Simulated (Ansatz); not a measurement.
# CsPPb: what the fields show

The calculation's input:

```
crystal:
  lattice:
    - [5.11154015, 0.0, 0.0]
    - [0.0, 5.11154015, 0.0]
    - [0.0, 0.0, 9.02273526]
  atoms:
    - { symbol: Cs, position: [0.0, 0.5, 0.80483219] }
    - { symbol: Cs, position: [0.5, 0.0, 0.19516781] }
    - { symbol: P, position: [0.5, 0.0, 0.64509582] }
    - { symbol: P, position: [0.0, 0.5, 0.35490418] }
    - { symbol: Pb, position: [0.5, 0.5, 0.0] }
    - { symbol: Pb, position: [0.0, 0.0, 0.0] }
kpoints:
  mp_grid: { grid: [4, 4, 2] }
hamiltonian:
  xc: pbesol
scf:
  occupations: { method: fermi_dirac, width: 0.03 }
relax:
  f_tol: 0.01
  cell: {}
  max_steps: 120
output:
  write_density: true
  write_potential: true
  elf: true
  volumetric_format: npy
```

Launched as:

```sh
ansatz run input.yaml --threads 2 --pin off --max-ram 20275MiB --backend cpu --events-out ev --progress --plain --runs-dir out
```

Below, planes, directions and counts refer to the conventional cell (a = 5.15 Å, b = 5.15 Å, c = 7.81 Å, α = 90.00°, β = 90.00°, γ = 90.00°).

The fields are those of the relaxed geometry.

Space group P4/nmm; a structure from a database of computed crystals, not necessarily the ambient phase; started from the CaClF-129 prototype, which need not be the ambient phase.

The calculation used DFT, PBEsol, plane waves, PAW in Ansatz 0.2.0.

The density is the valence pseudo-density of a PAW calculation; it isn't the true density close to the nuclei.

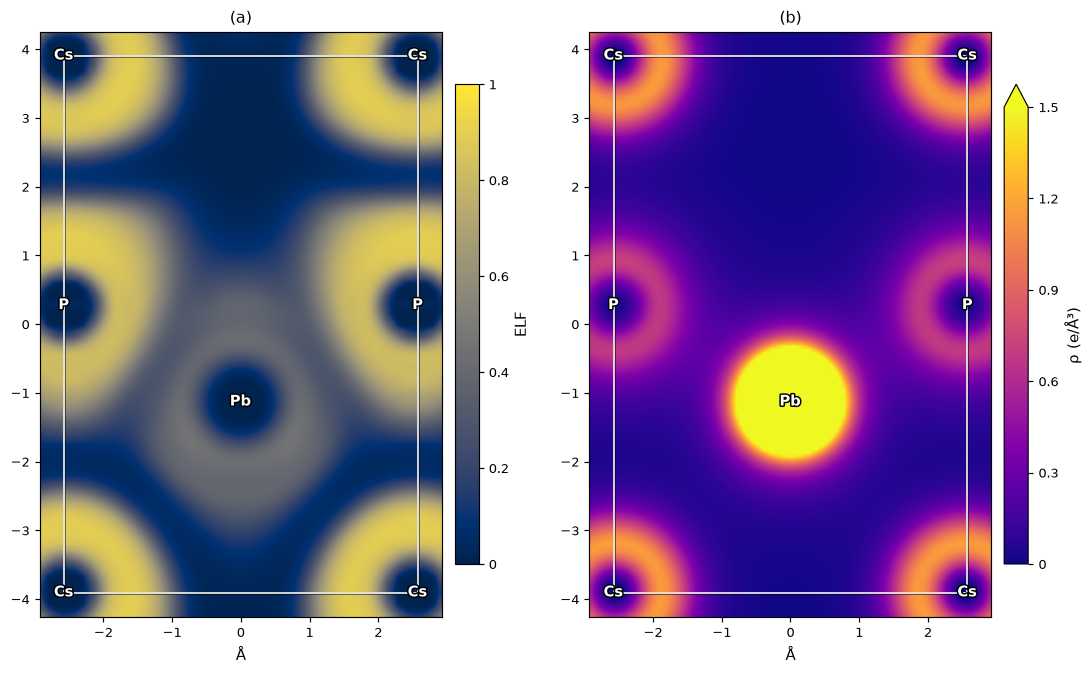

Figure 1. (a) electron localisation function; (b) valence electron density on the (010) plane of the conventional cell.

### What do the fields say about this system?

Atoms in the plane: Cs, P and Pb. P–Pb (2.93 Å): the density is about 0.26 e/Å³ at the midpoint; the ELF peaks at about 0.80 in the valence shell of P, 0.8 Å from its nucleus, and drops to about 0.30 between the two atoms. Cs–P (3.63 Å): ρ at the midpoint is about 0.08 e/Å³; the ELF peaks at about 0.90 in the valence shell of P, 1.0 Å from its nucleus, and drops to about 0.10 between the two atoms: no shared electron pair shows on this line. Cs–Pb (3.79 Å): the density is about 0.06 e/Å³ at the midpoint; the ELF is about 0.05 at the midpoint: no shared electron pair shows on this line. Cs–P (4.18 Å): ρ at the midpoint is about 0.05 e/Å³; the ELF is about 0.05 at the midpoint (no shared electron pair shows on this line). Between the atoms the lowest density in this plane is 0.006 e/Å³. The features right at Cs lie inside the PAW spheres, where the map follows smoothed inner orbitals and isn't to be read closely.

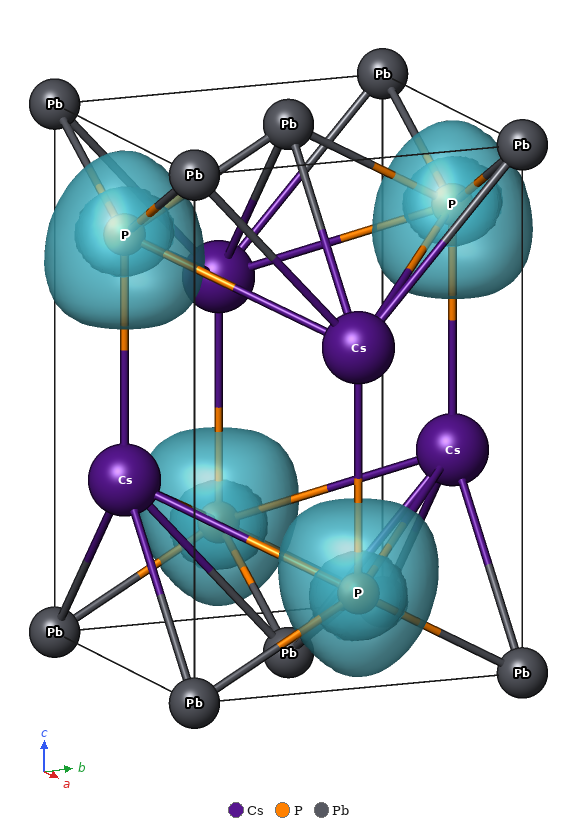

Figure 2. Isosurface of the ELF at 0.75 (cyan), seen slightly off an axis. Only the valence region is drawn (cores and ρ < 0.01 e/Å³ removed). Sticks mark near contacts.

### Identify the bonds, lone pairs and shells in this picture.

The surface consists of two regions wrapped around P (the valence shell of each), counted in one cell of 6 atoms. Regions shared between cells count once.
